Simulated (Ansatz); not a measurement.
Geometry relaxation, with input and output: BF3

BF3, computed with RKS PBE0-D4/def2-TZVP (Ansatz 0.2.0).

Figures and captions count atoms from 1; the log counts them from 0 in places.

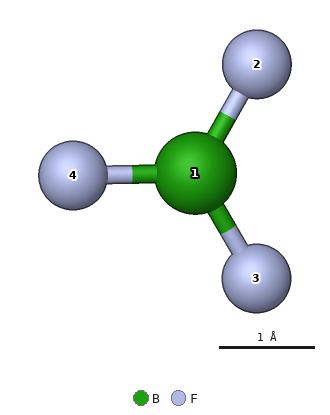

*The structure as given in the input (ball-and-stick view, seen at a tilt; atoms are numbered from 1 in the order of the input).*

Bond lengths as drawn: B–F 1.31 to 1.32 Å.

**Summary**

| quantity | value |
| --- | --- |
| outcome | converged |
| total energy | −8827.1254 eV |
| mean-field energy | −8827.0924 eV |
| dispersion energy | −0.0330 eV |
| SCF solution under orbital rotations | stable |
| largest force (length of the vector) at the end | 0.001 eV/Å |
| dipole moment | 0.00 D |
| hardware | 4 CPU threads, shared host |
| wall time | 2.5 s (CPU time 8.5 s) |
| peak memory | 0.91 GiB |

**Input**
```yaml
crystal:
  periodic: [false, false, false]
  atoms:
    - {symbol: B, position_ang: [0.594051, -2.488002, -0.189368]}
    - {symbol: F, position_ang: [0.461982, -2.132799, 1.071090]}
    - {symbol: F, position_ang: [-0.361463, -2.185662, -1.042328]}
    - {symbol: F, position_ang: [1.610747, -3.219873, -0.567136]}
basis:
  gaussian: {orbitals: def2-TZVP}
hamiltonian: {xc: pbe0, dispersion: d4}
relax: {f_tol: 0.005, max_steps: 200}
```

Run as:
```bash
ansatz run in.yaml --threads 4 --pin off --events-out ev --progress --plain --max-ram 66560MiB --backend cpu
```

**Output**
```
Functional definition: PBE0
  name "PBE0"
  cite "Adamo & Barone, J. Chem. Phys. 110, 6158 (1999) doi:10.1063/1.478522"
  cite "Perdew, Burke & Ernzerhof, Phys. Rev. Lett. 77, 3865 (1996) doi:10.1103/PhysRevLett.77.3865"
  parent pbe
  parameter a = 0.25
  parameter kappa = 0.804
  parameter beta = 0.06672455060314922
  exchange = (1 - a)*pbe_x(kappa = kappa, mu = beta*pi^2/3) + a*exact_x
  correlation = pbe_c(beta = beta)
637 factors; their error is unknown
mean field evaluation 1: about -8824.5272 eV, gradient 4.5e1 eV
mean field evaluation 2: about -8822.4889 eV, gradient 6.1e1 eV
mean field evaluation 4: about -8827.0427 eV, gradient 4.3e-1 eV
mean field evaluation 8: about -8827.0810 eV, gradient 1.7e-1 eV
mean field -8827.08101825 eV, -324.3892442104 hartree, gradient 1.2e-5 eV, S^2 0.000000; 0 other end points of the search recorded, 0 dependent functions left out
the calculation of the forces begins
reference -8827.08104150 eV, -324.3892450646 hartree; 16, 16 occupied and 108, 108 virtual orbitals, 637 factors
relax step   1: F+E_penalty+E_count = -8827.11398362 eV  Δ(F+E_penalty+E_count) = +0.000e0 eV  max|allowed force component| = 5.859e-1 eV/Å  Δτ_max = 0.0000 Å  (23 SCF iters, accepted)
these checks for a lower state are left out or cut short: starts, cluster_reference, orbital_swaps, neighbouring_geometries, increment
637 factors; their error is unknown
mean field evaluation 16: about -8825.5905 eV, gradient 2.1e1 eV
mean field -8826.66048457 eV, -324.3737898827 hartree, gradient 1.4e-5 eV, S^2 0.000000; 0 other end points of the search recorded, 0 dependent functions left out
the calculation of the forces begins
reference -8826.66050773 eV, -324.3737907338 hartree; 16, 16 occupied and 108, 108 virtual orbitals, 637 factors
relax step   2: F+E_penalty+E_count = -8826.69343595 eV  Δ(F+E_penalty+E_count) = +4.205e-1 eV  max|allowed force component| = 3.389e0 eV/Å  Δτ_max = 0.1950 Å  (31 SCF iters, rejected (line search))
these checks for a lower state are left out or cut short: starts, cluster_reference, orbital_swaps, neighbouring_geometries, increment
637 factors; their error is unknown
mean field -8827.09240093 eV, -324.3896625161 hartree, gradient 1.1e-5 eV, S^2 0.000000; 0 other end points of the search recorded, 0 dependent functions left out
the calculation of the forces begins
reference -8827.09242419 eV, -324.3896633708 hartree; 16, 16 occupied and 108, 108 virtual orbitals, 637 factors
relax step   3: F+E_penalty+E_count = -8827.12537238 eV  Δ(F+E_penalty+E_count) = -1.139e-2 eV  max|allowed force component| = 8.315e-3 eV/Å  Δτ_max = 0.0264 Å  (25 SCF iters, accepted)
these checks for a lower state are left out or cut short: starts, cluster_reference, orbital_swaps, neighbouring_geometries, increment
637 factors; their error is unknown
mean field evaluation 32: about -8827.0924 eV, gradient 4.5e-2 eV
mean field -8827.09240397 eV, -324.3896626279 hartree, gradient 4.8e-5 eV, S^2 0.000000; 0 other end points of the search recorded, 0 dependent functions left out
the calculation of the forces begins
reference -8827.09242723 eV, -324.3896634826 hartree; 16, 16 occupied and 108, 108 virtual orbitals, 637 factors
relax step   4: F+E_penalty+E_count = -8827.12537565 eV  Δ(F+E_penalty+E_count) = -3.268e-6 eV  max|allowed force component| = 6.012e-4 eV/Å  Δτ_max = 0.0004 Å  (18 SCF iters, accepted)
```

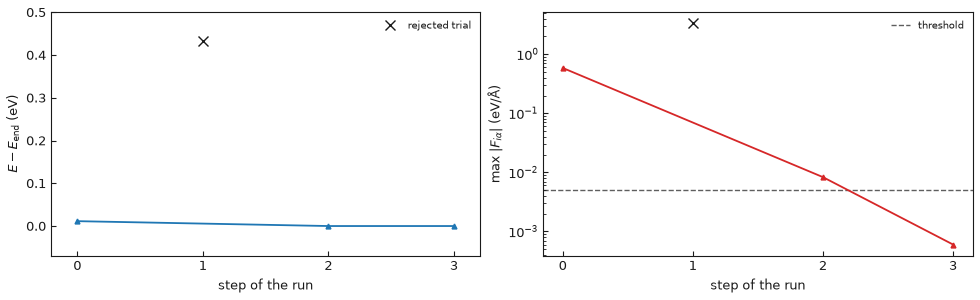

*Progress of the relaxation, step by step (the first geometry is step 0 here and step 1 in the log).*

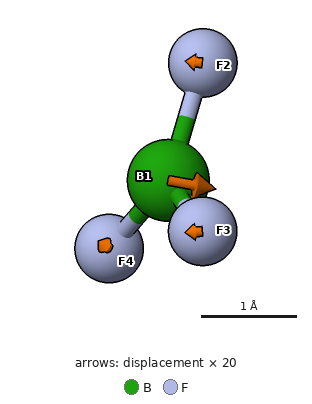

*The starting structure with the displacements as orange arrows, magnified 20 times (ball-and-stick view, seen at an oblique angle). The two geometries are laid on each other by the best rigid fit.*

The largest move after the best rigid fit is that of B1, 0.027 Å. Largest moves by element: B 0.027 Å, F 0.010 Å. Among the contacts that change: B1–F2 1.316 → 1.311 Å. After 3 geometry steps the energy has fallen by 0.011 eV. Largest force component: 0.59 eV/Å at the start, 0.0006 eV/Å at the end. The line search rejected the trial step at point 1 (counted from 0) and went back. (Atoms are counted from 1 in the order of the input.)

```
637 factors; their error is unknown
mean field -8827.09240397 eV, -324.3896626279 hartree, gradient 4.8e-5 eV, S^2 0.000000; 1 other end points of the search recorded, 0 dependent functions left out
the calculation of the forces begins
reference -8827.09242723 eV, -324.3896634826 hartree; 16, 16 occupied and 108, 108 virtual orbitals, 637 factors
Total energy: -8827.12539891 eV, -324.3908751694 hartree
Atom 0 at     0.576339    -2.506591    -0.181938 Å, force     0.000089    -0.000038    -0.000035 eV/Å
Atom 1 at     0.470167    -2.128163     1.068920 Å, force     0.000265    -0.000017     0.000574 eV/Å
Atom 2 at    -0.354072    -2.181055    -1.046513 Å, force    -0.000199    -0.000043    -0.000601 eV/Å
Atom 3 at     1.612883    -3.210527    -0.568212 Å, force    -0.000155     0.000099     0.000062 eV/Å
Dipole moment:     0.000011    -0.000008    -0.000001 e Å
```

**Trajectory as extended XYZ (Å, eV, eV/Å), 4 frames, from step=1 to step=4**
```
4
Properties=species:S:1:pos:R:3:forces:R:3 step=1 energy=-8827.11398
B     0.5941   -2.4880   -0.1894   -0.5859  -0.2570   0.2409
F     0.4620   -2.1328    1.0711    0.1768   0.0631  -0.2234
F    -0.3615   -2.1857   -1.0423    0.2759   0.0710   0.0378
F     1.6107   -3.2199   -0.5671    0.1332   0.1228  -0.0553
4
Properties=species:S:1:pos:R:3:forces:R:3 step=2 energy=-8826.69344 accepted=F
B     0.4959   -2.6511   -0.1470    1.7701   3.3892  -0.7716
F     0.4947   -2.0776    1.0622   -0.5252  -1.3825  -0.5636
F    -0.3323   -2.1307   -1.0603    0.0162  -1.3469   0.8277
F     1.6469   -3.1670   -0.5826   -1.2611  -0.6598   0.5075
4
Properties=species:S:1:pos:R:3:forces:R:3 step=3 energy=-8827.12537
B     0.5765   -2.5062   -0.1820   -0.0083  -0.0039   0.0034
F     0.4702   -2.1283    1.0691    0.0001   0.0013  -0.0073
F    -0.3542   -2.1812   -1.0467    0.0050   0.0016   0.0052
F     1.6127   -3.2106   -0.5682    0.0032   0.0010  -0.0013
4
Properties=species:S:1:pos:R:3:forces:R:3 step=4 energy=-8827.12538
B     0.5763   -2.5066   -0.1819    0.0001   0.0000   0.0000
F     0.4702   -2.1282    1.0689    0.0003   0.0000   0.0006
F    -0.3541   -2.1811   -1.0465   -0.0002   0.0000  -0.0006
F     1.6129   -3.2105   -0.5682   -0.0002   0.0001   0.0001
```

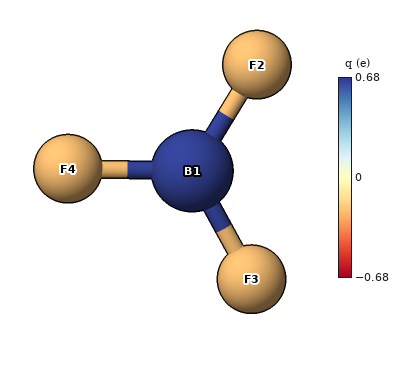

*Mulliken charges, as the colour of each atom (ball-and-stick view, seen on its broad side; atoms are numbered from 1 in the order of the input).*

By element: B +0.65 and F −0.22 e.
